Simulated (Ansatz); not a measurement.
# Lithium, fcc under BLYP: from relaxation to bulk modulus

The plan for lithium in the fcc structure: relax it, solve it on a dense k-mesh, then scale the cell to 7 volumes from 88 to 112 % of the relaxed one and try a fit of the equation of state. Spin polarisation is left out. The k-meshes are 12×12×12 for the relaxation; 21×21×21 for the dense run; 14×14×14 for the volumes.

This is Li in the fcc structure; at room conditions it is bcc.

Program: Ansatz 0.2.0. Level of theory: DFT BLYP, plane waves (420 eV) with PAW, scalar-relativistic; the PAW data stem from PBE, with regenerated cores. These are calculated values, not measurements.

## Step 1: The structure to begin with

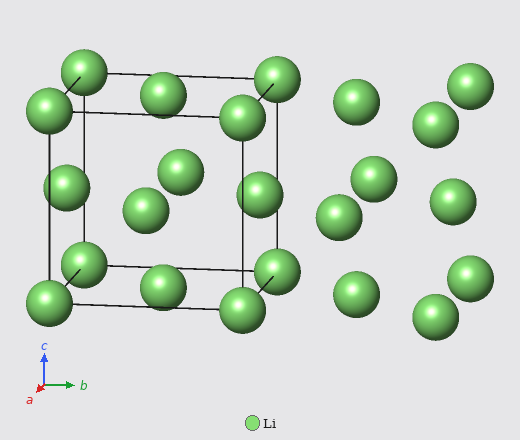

Start, viewed slightly off an axis; lithium green. 1×2×1 conventional cells are drawn; the run uses a primitive one. Any atoms on the faces are drawn again on the opposite ones.

Structure file:

```
Li
1.0
     0.00000    2.21072    2.21072
     2.21072    0.00000    2.21072
     2.21072    2.21072    0.00000
Li
1
Direct
  0.00000 0.00000 0.00000
```

## Step 2: Relaxation of the cell

input.yaml reads:

```yaml
crystal:
  lattice:
    - [0.0, 2.2107204702, 2.2107204702]
    - [2.2107204702, 0.0, 2.2107204702]
    - [2.2107204702, 2.2107204702, 0.0]
  atoms:
    - { symbol: Li, position: [0.0, 0.0, 0.0] }
hamiltonian:
  xc: blyp
  pseudopotentials:
    kind: paw
    azcp:
      Li: "pseudopotentials/Li.paw.azcp"
basis:
  ecutwfc: 420
  fft_grid_basis: typed
kpoints:
  mp_grid: { grid: [12, 12, 12], shift: [0, 0, 0] }
magnetization:
  spin_polarized: false
scf:
  occupations: { method: fermi_dirac, width: 0.1 }
relax:
  max_steps: 60
  f_tol: 0.01
  cell: {}
```

On the command line:

```sh
$ ansatz run input.yaml --threads 2 --pin off --max-ram 5120MiB --backend cpu --events-out ev --progress --plain --runs-dir out
```

Log:

```text
Warning: RAYON_NUM_THREADS=2 ignored (pool sized by the plan → 2); use --threads N
Engine: ansatz 0.2.0, aarch64-unknown-linux-gnu
Pseudopotentials: kind: paw
Pseudopotential: Li, paw, valence charge 3, recommended cutoff 420 eV (normal), <dir>
Functional definition: BLYP
  parameter beta = 0.0042
  parameter a = 0.04918
  parameter b = 0.132
  parameter c = 0.2533
  parameter d = 0.349
  exchange = b88_x(beta = beta)
  correlation = lyp_c(a = a, b = b, c = c, d = d)
Crystal: 1 atoms, lattice volume = 21.609 Å³
Basis set: ecut = 420 eV, 411 PW (Γ), exchange–correlation on 48×48×48 points (8 copies of the dense FFT grid, shifted against one another)
Bands: 6, of which v1, the nominal top of the filled ones, is band 2 counted from 1 (1 counted from 0)
Symmetry: 48 space group operations
Space group: Fm-3m (ITA 225), of the structure as read, at distance tolerance 2.8e-5 Å
k-points: 72 of 1728
Non-local potential: Li, projectors of the file, l = 0: 3, l = 1: 2, l = 2: 1
PAW form: soft (Blöchl's): semilocal exchange-correlation on the pseudo side does not see the compensation charge
PAW one-centre angular grid: Li, 110 points (default); XC on 96 Gauss nodes
Initial density: superposition of atomic densities (neutral atoms: chi_scale 0, normalization atom), corrected by the library's trained network
Initial wavefunctions: pseudopotential atomic-orbital guess
Functional: x = b88, c = lyp
SCF iter   1: F=—  HF=-204.943718 eV  |F-HF|=—  |Δ(HF+E_count)|=         —  Δρ=7.35e-4  dr2=1.43e-4  ethr=1.77e-3  ⟨swp⟩=4.1  Hψ=3335  notcnv=0
preconditioner: auto → none  [metal: Δε(μ)=0.103 eV  Ē_g=10.005 eV  σ=0.100 eV  W_gap=0.25  n_scr=0 (ndim 8)  ℏωp=8.0 eV  f_vac=0.000  D(μ)=0.49/eV (n_scr^D=0)]
SCF iter   2: F=—  HF=-204.943810 eV  |F-HF|=—  |Δ(HF+E_count)|=   9.20e-5  Δρ=3.78e-4  dr2=3.70e-5  ethr=4.78e-6  ⟨swp⟩=2.0  Hψ=1083  notcnv=0
SCF iter   3: F=—  HF=-204.943881 eV  |F-HF|=—  |Δ(HF+E_count)|=   7.09e-5  Δρ=5.57e-5  dr2=4.48e-7  ethr=1.23e-6  ⟨swp⟩=2.0  Hψ=548  notcnv=0
iter 4 did not close the SCF: its close was put off for the readings that it lacked (scf_convergence_deferred on its scf_iter line)
SCF iter   4: F=-204.943884 eV  HF=-204.943884 eV  |F-HF|=2.46e-8  |Δ(HF+E_count)|=   2.39e-6  Δρ=5.11e-6  dr2=5.51e-9  ethr=1.49e-8  ⟨swp⟩=2.2  Hψ=518  notcnv=0
iter 5 did not close the SCF: its close was put off for the readings that it lacked (scf_convergence_deferred on its scf_iter line)
SCF iter   5: F=-204.943884 eV  HF=-204.943884 eV  |F-HF|=4.78e-10  |Δ(HF+E_count)|=   3.25e-8  Δρ=8.87e-7  dr2=1.82e-10  ethr=1.84e-10  ⟨swp⟩=2.6  Hψ=546  notcnv=0
SCF iter   6: F=-204.943884 eV  HF=-204.943884 eV  |F-HF|=8.95e-12  |Δ(HF+E_count)|=  6.60e-10  Δρ=4.99e-8  dr2=1.49e-13  ethr=6.08e-12  ⟨swp⟩=1.1  Hψ=1171  notcnv=0
SCF 1 converged in 6 iterations: F = -204.943884 eV  dr2 = 1.49e-13
relax step   1: F+E_penalty+E_count = -204.94388357 eV  Δ(F+E_penalty+E_count) = +0.000e0 eV  max|allowed force component| = 0.000e0 eV/Å  Δτ_max = 0.0000 Å  P = -0.923 GPa  Ω = 21.609 Å³  (6 SCF iters, dr2 threshold 1.00e-7 eV, accepted)
Crystal: 1 atoms, lattice volume = 20.934 Å³
Initial density: handed on by an earlier stage of this run
Initial wavefunctions: those handed on with the density
iter 1 solved again at ethr=2.08e-7 eV; its pass at ethr=3.10e-3 eV (dr2=6.23e-6 eV) is discarded
SCF iter   1: F=—  HF=-204.947079 eV  |F-HF|=—  |Δ(HF+E_count)|=         —  Δρ=1.56e-4  dr2=6.14e-6  ethr=2.08e-7  ⟨swp⟩=2.0  Hψ=4542  notcnv=0
preconditioner: auto → none  [metal: Δε(μ)=0.089 eV  Ē_g=10.212 eV  σ=0.100 eV  W_gap=0.22  n_scr=0 (ndim 8)  ℏωp=8.1 eV  f_vac=0.000  D(μ)=0.49/eV (n_scr^D=0)]
SCF iter   2: F=—  HF=-204.947073 eV  |F-HF|=—  |Δ(HF+E_count)|=   6.36e-6  Δρ=8.08e-5  dr2=1.69e-6  ethr=2.05e-7  ⟨swp⟩=2.0  Hψ=545  notcnv=0
SCF iter   3: F=-204.947072 eV  HF=-204.947071 eV  |F-HF|=1.52e-8  |Δ(HF+E_count)|=   1.28e-6  Δρ=5.99e-6  dr2=6.14e-9  ethr=3.33e-9  ⟨swp⟩=1.9  Hψ=1300  notcnv=0
SCF 2 converged in 3 iterations: F = -204.947072 eV  dr2 = 6.14e-9
relax step   2: F+E_penalty+E_count = -204.94707151 eV  Δ(F+E_penalty+E_count) = -3.188e-3 eV  max|allowed force component| = 0.000e0 eV/Å  Δτ_max = 0.0000 Å  P = -0.571 GPa  Ω = 20.934 Å³  energy of the carried Pulay correction = +2.518e-5 eV  (3 SCF iters, dr2 threshold 1.00e-7 eV, accepted)
Crystal: 1 atoms, lattice volume = 19.926 Å³
Basis set: ecut = 420 eV, 387 PW (Γ), exchange–correlation on 48×48×48 points (8 copies of the dense FFT grid, shifted against one another)
iter 1 solved again at ethr=5.90e-7 eV; its pass at ethr=3.10e-3 eV (dr2=1.77e-5 eV) is discarded
SCF iter   1: F=—  HF=-204.948805 eV  |F-HF|=—  |Δ(HF+E_count)|=         —  Δρ=2.71e-4  dr2=1.76e-5  ethr=5.90e-7  ⟨swp⟩=1.5  Hψ=4560  notcnv=0
preconditioner: auto → none  [metal: Δε(μ)=0.065 eV  Ē_g=10.547 eV  σ=0.100 eV  W_gap=0.16  n_scr=0 (ndim 8)  ℏωp=8.3 eV  f_vac=0.000  D(μ)=0.48/eV (n_scr^D=0)]
SCF iter   2: F=—  HF=-204.948789 eV  |F-HF|=—  |Δ(HF+E_count)|=   1.58e-5  Δρ=1.41e-4  dr2=4.88e-6  ethr=5.85e-7  ⟨swp⟩=1.8  Hψ=528  notcnv=0
SCF iter   3: F=-204.948787 eV  HF=-204.948787 eV  |F-HF|=4.15e-8  |Δ(HF+E_count)|=   2.60e-6  Δρ=1.05e-5  dr2=1.72e-8  ethr=3.33e-9  ⟨swp⟩=2.0  Hψ=1312  notcnv=0
SCF 3 converged in 3 iterations: F = -204.948787 eV  dr2 = 1.72e-8
relax step   3: F+E_penalty+E_count = -204.94878672 eV  Δ(F+E_penalty+E_count) = -1.715e-3 eV  max|allowed force component| = 0.000e0 eV/Å  Δτ_max = 0.0000 Å  P = +0.061 GPa  Ω = 19.926 Å³  energy of the carried Pulay correction = +6.430e-5 eV  (3 SCF iters, dr2 threshold 1.00e-7 eV, accepted)
Crystal: 1 atoms, lattice volume = 20.020 Å³
iter 1 solved again at ethr=4.45e-9 eV; its pass at ethr=3.10e-3 eV (dr2=1.34e-7 eV) is discarded
SCF iter   1: F=—  HF=-204.948800 eV  |F-HF|=—  |Δ(HF+E_count)|=         —  Δρ=2.65e-5  dr2=1.43e-7  ethr=4.45e-9  ⟨swp⟩=2.0  Hψ=4312  notcnv=0
preconditioner: auto → none  [metal: Δε(μ)=0.067 eV  Ē_g=10.517 eV  σ=0.100 eV  W_gap=0.16  n_scr=0 (ndim 8)  ℏωp=8.3 eV  f_vac=0.000  D(μ)=0.48/eV (n_scr^D=0)]
SCF iter   2: F=—  HF=-204.948800 eV  |F-HF|=—  |Δ(HF+E_count)|=   1.30e-7  Δρ=1.30e-5  dr2=3.55e-8  ethr=4.45e-9  ⟨swp⟩=2.0  Hψ=503  notcnv=0
SCF iter   3: F=-204.948800 eV  HF=-204.948800 eV  |F-HF|=1.33e-10  |Δ(HF+E_count)|=   8.79e-8  Δρ=6.12e-7  dr2=3.07e-11  ethr=3.11e-10  ⟨swp⟩=3.0  Hψ=884  notcnv=0
SCF 4 converged in 3 iterations: F = -204.948800 eV  dr2 = 3.07e-11
relax step   4: F+E_penalty+E_count = -204.94879960 eV  Δ(F+E_penalty+E_count) = -1.287e-5 eV  max|allowed force component| = 0.000e0 eV/Å  Δτ_max = 0.0000 Å  P = -0.004 GPa  Ω = 20.020 Å³  energy of the carried Pulay correction = +6.060e-5 eV  (3 SCF iters, dr2 threshold 9.32e-9 eV, accepted)
Initial wavefunctions: pseudopotential atomic-orbital guess (no wavefunctions were taken with the density)
iter 1 solved again at ethr=4.42e-10 eV; its pass at ethr=3.10e-3 eV (dr2=1.32e-8 eV) is discarded
SCF iter   1: F=—  HF=-204.948740 eV  |F-HF|=—  |Δ(HF+E_count)|=         —  Δρ=1.94e-5  dr2=1.20e-8  ethr=4.42e-10  ⟨swp⟩=3.1  Hψ=4712  notcnv=0
SCF iter   2: F=—  HF=-204.948741 eV  |F-HF|=—  |Δ(HF+E_count)|=   6.34e-7  Δρ=1.01e-5  dr2=3.29e-9  ethr=3.99e-10  ⟨swp⟩=2.7  Hψ=556  notcnv=0
SCF iter   3: F=—  HF=-204.948741 eV  |F-HF|=—  |Δ(HF+E_count)|=   1.95e-7  Δρ=6.99e-7  dr2=4.06e-11  ethr=1.10e-10  ⟨swp⟩=2.0  Hψ=559  notcnv=0
SCF iter   4: F=-204.948741 eV  HF=-204.948741 eV  |F-HF|=1.41e-11  |Δ(HF+E_count)|=   1.92e-9  Δρ=9.36e-8  dr2=7.27e-13  ethr=1.00e-12  ⟨swp⟩=4.5  Hψ=1048  notcnv=0
SCF 5 converged in 4 iterations: F = -204.948741 eV  dr2 = 7.27e-13
relax step   5: F+E_penalty+E_count = -204.94874109 eV  Δ(F+E_penalty+E_count) = +5.851e-5 eV  max|allowed force component| = 0.000e0 eV/Å  Δτ_max = 0.0000 Å  P = -0.004 GPa  Ω = 20.020 Å³  stress off target by 4.06e-3 GPa  SCF on the basis re-selected at this cell (its energy is not comparable with the rows above)  (4 SCF iters)
basis re-selected at this cell: Δ(F+E_penalty+E_count) = +5.851e-5 eV, ΔP = -0.000 GPa vs the last step (what re-selecting the basis moved, of the pressure what is left beyond the Pulay correction that the steps carried, after the strain that the cell walked since its last selection, with what the two solves' SCF thresholds leave and, on support functions, any second-order correction that the steps lacked; it is no measure of the basis error at this ecutwfc). This SCF's stress stands 4.06e-3 GPa from its target on what of the cell is left free (relax.cell.stress_tol is 5.00e-2 GPa) and its largest allowed force component is 0.00e0 eV/Å (relax.f_tol is 1.00e-2 eV/Å): within both
SCF converged after 4 iterations
Free energy (F): -204.948741 eV
Harris-Foulkes:  -204.948741 eV  (|F-HF|=1.41e-11)
Internal energy: -204.933035 eV  (E = F + TS)
E sigma→0 (E₀):  -204.940888 eV
Entropy (-TS):   -0.015706 eV (-15.706 meV/atom)
Fermi energy:    1.434295 eV
--- Per-component energies (eV) ---
  E_band       = -91.313335
  E_kinetic    = 21.299988
  E_local      = -131.929290  (includes V_loc(G=0)·N_el)
  E_nonlocal   = -33.239366
  E_hartree    = 39.205765
  E_xc         = -9.695608
  E_vxc        = -12.575051  (∫ρ·V_xc dr)
  E_paw        = -21.648132  (= ΣΔE_a)
  E_vpaw       = -13.281154  (= ΣTr[D̂ρ^β])
  E_aug_tail   = 0.000008  (compensation charges beyond the density's cutoff)
  E_ewald      = -68.926401
  E_smearing   = -0.015706  (= −TS)
  E_closure    = 0.000000  (closes the sum)
  Σ components = -204.948741   (vs F -204.948741, Δ=0.00e0)
--- Forces (eV/Å), atoms counted from 1 ---
  atom   1  Li     0.00000000     0.00000000     0.00000000
  max |Σ_I F_I| component: 4.88e-33 eV/Å
--- Stress (GPa, compression-positive) ---
       -0.004063       0.000000       0.000000
        0.000000      -0.004063       0.000000
        0.000000      -0.000000      -0.004063
  P = ⅓ Tr σ = -0.0041 GPa (-0.041 kbar)
--- Relaxed structure (4 steps of the walk, 4 accepted, 1 SCFs on fresh bases) ---
  F+E_penalty+E_count = -204.94874109 eV   max|allowed force component| = 0.000e0 eV/Å   (the final SCF, on the basis selected at the relaxed cell)
  cell:  # Å, volume = 20.0196 Å³
    - [-2.9855695505247597e-35, 2.155137539569462, 2.155137539569462]
    - [2.155137539569462, 2.3172000471472837e-33, 2.155137539569462]
    - [2.155137539569462, 2.155137539569462, 6.528445417147473e-34]
  atoms:
    - { symbol: Li, position: [0.0, 0.0, 0.0] }
```

It took 1.9 s on 2 threads of Arm Neoverse V1, shared host; peak memory 0.27 GiB.

Step by step:

```tsv
step	energy change (meV/atom)	largest force (eV/Å)	pressure (GPa)	volume (Å³/atom)
1	0.00	0.0000	-0.92	21.609
2	-3.19	0.0000	-0.57	20.934
3	-4.90	0.0000	0.06	19.926
4	-4.92	0.0000	0.00	20.020
5	-4.86	0.0000	0.00	20.020
```

Steps that repeat a cell are solved on a basis chosen anew, so their changes of energy are no gain of the relaxation.

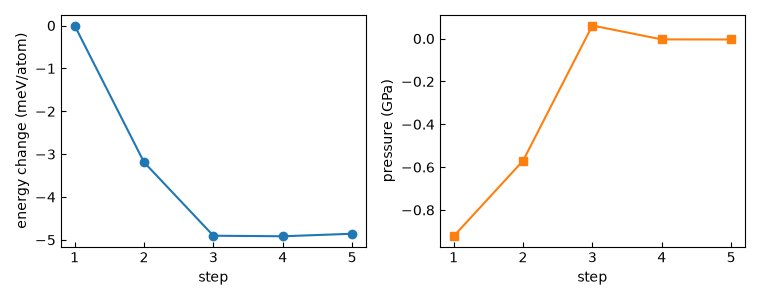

Energy and pressure over the accepted steps.

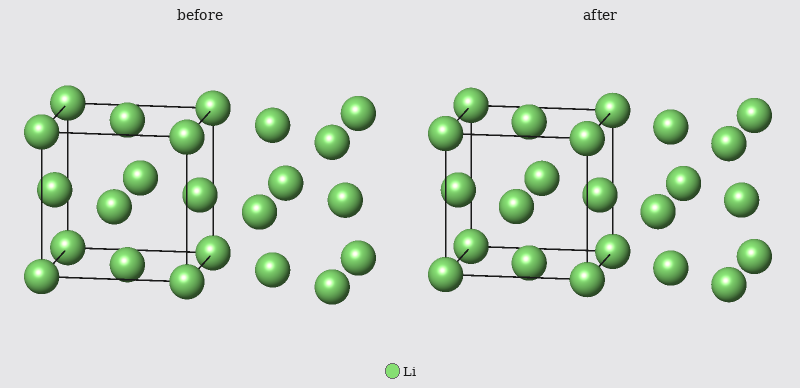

Before and after, at one scale. The cells drawn are those of the first picture.

The cell of the run, before and after:

|  | before | after | change |
| --- | --- | --- | --- |
| a (Å) | 3.126 | 3.048 | -2.5 % |
| b (Å) | 3.126 | 3.048 | -2.5 % |
| c (Å) | 3.126 | 3.048 | -2.5 % |
| volume (Å³/atom) | 21.609 | 20.020 | -7.4 % |
| shortest distance (Å) | 3.126 | 3.048 | -2.5 % |
| space group (spins left aside) | Fm-3m | Fm-3m | same |

## Step 3: The energy on a finer k-mesh

input.yaml reads:

```yaml
crystal:
  lattice:
    - [0.0, 2.1551375396, 2.1551375396]
    - [2.1551375396, 0.0, 2.1551375396]
    - [2.1551375396, 2.1551375396, 0.0]
  atoms:
    - { symbol: Li, position: [0.0, 0.0, 0.0] }
hamiltonian:
  xc: blyp
  pseudopotentials:
    kind: paw
    azcp:
      Li: "pseudopotentials/Li.paw.azcp"
basis:
  ecutwfc: 420
  fft_grid_basis: typed
kpoints:
  mp_grid: { grid: [21, 21, 21], shift: [0, 0, 0] }
magnetization:
  spin_polarized: false
scf:
  occupations: { method: fermi_dirac, width: 0.1 }
output:
  write_density: true
  write_potential: true
  elf: true
  volumetric_format: npy
```

On the command line:

```sh
$ ansatz run input.yaml --threads 2 --pin off --max-ram 5120MiB --backend cpu --events-out ev --progress --plain --runs-dir out
```

Log, cut to the lines that bear on the results:

```text
Warning: RAYON_NUM_THREADS=2 ignored (pool sized by the plan → 2); use --threads N
[...]
[... 3 set-up lines as earlier in the session ...]
[...]
Crystal: 1 atoms, lattice volume = 20.020 Å³
Basis set: ecut = 420 eV, 387 PW (Γ), exchange–correlation on 48×48×48 points (8 copies of the dense FFT grid, shifted against one another)
Bands: 6, of which v1, the nominal top of the filled ones, is band 2 counted from 1 (1 counted from 0)
[... 1 set-up line as earlier in the session ...]
Space group: Fm-3m (ITA 225), of the structure as read, at distance tolerance 2.7e-5 Å
k-points: 286 of 9261
[...]
SCF iter   1: F=—  HF=-204.947558 eV  |F-HF|=—  |Δ(HF+E_count)|=         —  Δρ=7.45e-4  dr2=1.28e-4  ethr=1.77e-3  ⟨swp⟩=4.1  Hψ=13286  notcnv=0
[...]
SCF iter   6: F=-204.947668 eV  HF=-204.947668 eV  |F-HF|=3.07e-12  |Δ(HF+E_count)|=  6.69e-10  Δρ=3.79e-8  dr2=1.52e-13  ethr=3.39e-12  ⟨swp⟩=1.0  Hψ=4599  notcnv=0
[...]
SCF converged after 6 iterations
Free energy (F): -204.947668 eV
[...]
E sigma→0 (E₀):  -204.939531 eV
Entropy (-TS):   -0.016274 eV (-16.274 meV/atom)
Fermi energy:    1.466139 eV
[...]
--- Band table (eV; the first three rows and the last of 286) ---
  k-point 0: bands = ["-45.7253", "-2.0787", "15.6633", "15.6633", "15.6633", "19.9266"]
[...]
```

Run time: 1.4 s. Hardware: 2 threads of Arm Neoverse V1, shared host; peak memory 0.3 GiB.

The maps below are laid out on this run's own conventional cell (a, b, c = 4.310, 4.310, 4.310 Å).

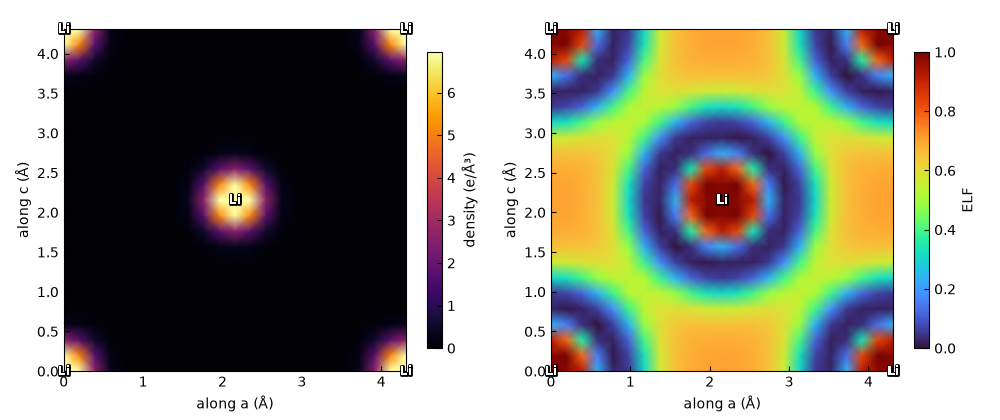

Density (left) and ELF (right) in a lattice plane of the grid's cell (edges 4.31 and 4.31 Å, at 0.000 of the third edge), which holds Li. Only atoms in the plane are labelled; the density scale stops at 6.95 e/Å³. Both are smooth fields of the valence electrons: close to the nuclei they are not physical.

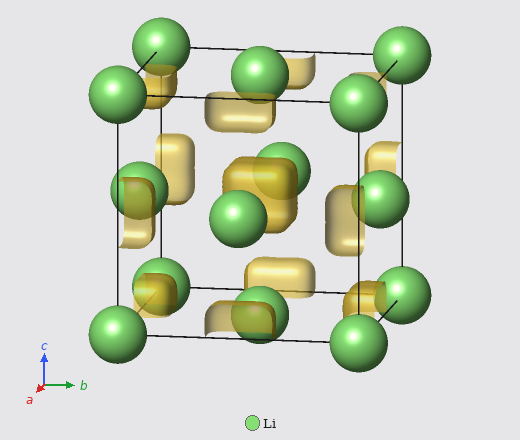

Surface of ELF = 0.65, drawn in one cell.

Outside the cores ELF peaks at 0.71 between the atoms, 2.2 Å from Li.

## Step 4: The cell scaled to 88 % of its volume

input.yaml reads:

```yaml
crystal:
  lattice:
    - [0.0, 2.0652337604, 2.0652337604]
    - [2.0652337604, 0.0, 2.0652337604]
    - [2.0652337604, 2.0652337604, 0.0]
  atoms:
    - { symbol: Li, position: [0.0, 0.0, 0.0] }
hamiltonian:
  xc: blyp
  pseudopotentials:
    kind: paw
    azcp:
      Li: "pseudopotentials/Li.paw.azcp"
basis:
  ecutwfc: 420
  fft_grid_basis: typed
kpoints:
  mp_grid: { grid: [14, 14, 14], shift: [0, 0, 0] }
magnetization:
  spin_polarized: false
scf:
  occupations: { method: fermi_dirac, width: 0.1 }
  lower_state_search: "off"
output:
  stress: true
  write_density: true
  write_potential: true
  elf: true
  volumetric_format: npy
```

On the command line:

```sh
$ ansatz run input.yaml --threads 2 --pin off --max-ram 5120MiB --backend cpu --events-out ev --progress --plain --runs-dir out
```

Log, cut to the lines that bear on the results:

```text
Warning: RAYON_NUM_THREADS=2 ignored (pool sized by the plan → 2); use --threads N
[...]
[... 3 set-up lines as earlier in the session ...]
[...]
Crystal: 1 atoms, lattice volume = 17.617 Å³
Basis set: ecut = 420 eV, 331 PW (Γ), exchange–correlation on 40×40×40 points (8 copies of the dense FFT grid, shifted against one another)
Bands: 6, of which v1, the nominal top of the filled ones, is band 2 counted from 1 (1 counted from 0)
[... 1 set-up line as earlier in the session ...]
Space group: Fm-3m (ITA 225), of the structure as read, at distance tolerance 2.6e-5 Å
k-points: 104 of 2744
[...]
SCF iter   1: F=—  HF=-204.934460 eV  |F-HF|=—  |Δ(HF+E_count)|=         —  Δρ=8.01e-4  dr2=1.16e-4  ethr=1.77e-3  ⟨swp⟩=4.2  Hψ=4821  notcnv=0
[...]
SCF iter   6: F=-204.934509 eV  HF=-204.934509 eV  |F-HF|=1.05e-12  |Δ(HF+E_count)|=  7.31e-10  Δρ=3.06e-8  dr2=1.40e-13  ethr=1.42e-12  ⟨swp⟩=2.6  Hψ=1996  notcnv=0
[...]
SCF converged after 6 iterations
Free energy (F): -204.934509 eV
[...]
E sigma→0 (E₀):  -204.927729 eV
Entropy (-TS):   -0.013561 eV (-13.561 meV/atom)
Fermi energy:    1.889434 eV
[...]
--- Stress (GPa, compression-positive) ---
        2.156027      -0.000000      -0.000000
       -0.000000       2.156027       0.000000
       -0.000000       0.000000       2.156027
  P = ⅓ Tr σ = 2.1560 GPa (21.560 kbar)
--- Band table (eV; the first three rows and the last of 104) ---
  k-point 0: bands = ["-45.0849", "-1.7998", "17.4629", "17.4629", "17.4629", "21.9435"]
[...]
```

It took 0.61 s on 2 threads of Arm Neoverse V1, shared host; peak memory 0.26 GiB.

## Step 5: The cell scaled to 92 % of its volume

Edit input.yaml of step 4 so:

```diff
@@ -2,5 +2,5 @@
   lattice:
-    - [0.0, 2.0652337604, 2.0652337604]
-    - [2.0652337604, 0.0, 2.0652337604]
-    - [2.0652337604, 2.0652337604, 0.0]
+    - [0.0, 2.09606269, 2.09606269]
+    - [2.09606269, 0.0, 2.09606269]
+    - [2.09606269, 2.09606269, 0.0]
   atoms:
@@ -25,5 +25 @@
   stress: true
-  write_density: true
-  write_potential: true
-  elf: true
-  volumetric_format: npy
```

On the command line:

```sh
$ ansatz run input.yaml --threads 2 --pin off --max-ram 5120MiB --backend cpu --events-out ev --progress --plain --runs-dir out
```

Log, cut to the lines that bear on the results:

```text
Warning: RAYON_NUM_THREADS=2 ignored (pool sized by the plan → 2); use --threads N
[...]
[... 3 set-up lines as earlier in the session ...]
[...]
Crystal: 1 atoms, lattice volume = 18.418 Å³
Basis set: ecut = 420 eV, 339 PW (Γ), exchange–correlation on 40×40×40 points (8 copies of the dense FFT grid, shifted against one another)
Bands: 6, of which v1, the nominal top of the filled ones, is band 2 counted from 1 (1 counted from 0)
[... 2 set-up lines as earlier in the session ...]
k-points: 104 of 2744
[...]
SCF iter   1: F=—  HF=-204.943004 eV  |F-HF|=—  |Δ(HF+E_count)|=         —  Δρ=7.93e-4  dr2=1.26e-4  ethr=1.77e-3  ⟨swp⟩=4.1  Hψ=4813  notcnv=0
[...]
SCF iter   6: F=-204.943076 eV  HF=-204.943076 eV  |F-HF|=8.81e-13  |Δ(HF+E_count)|=  7.18e-10  Δρ=2.44e-8  dr2=4.23e-14  ethr=1.00e-12  ⟨swp⟩=1.0  Hψ=1683  notcnv=0
[...]
SCF converged after 6 iterations
Free energy (F): -204.943076 eV
[...]
E sigma→0 (E₀):  -204.936154 eV
Entropy (-TS):   -0.013844 eV (-13.844 meV/atom)
Fermi energy:    1.733684 eV
[...]
--- Stress (GPa, compression-positive) ---
        1.298304       0.000000       0.000000
        0.000000       1.298304       0.000000
        0.000000       0.000000       1.298304
  P = ⅓ Tr σ = 1.2983 GPa (12.983 kbar)
```

Wall time 0.54 s (2 threads of Arm Neoverse V1, shared host); peak memory 0.26 GiB.

(Part 1 of 2 ends here.)
